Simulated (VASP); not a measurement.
Band structure of MgS (rock salt). These are revPBE GGA, VASP's PBE PAW potentials (set 64) (plane waves; VASP) values and carry that method's errors.

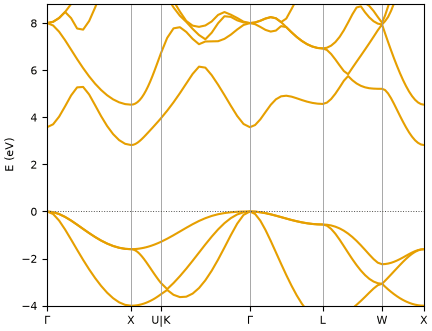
Bands along high-symmetry lines, zero at the valence-band maximum or, without a gap, the Fermi level

Question: Read the plot: is there a gap, and where are the band edges?

Answer: The gap is indirect, 2.82 eV, from the valence maximum at Γ to the conduction minimum at X. (Edges off the drawn lines would not show.)

The compound is MgS in the rock salt structure. It was relaxed first.
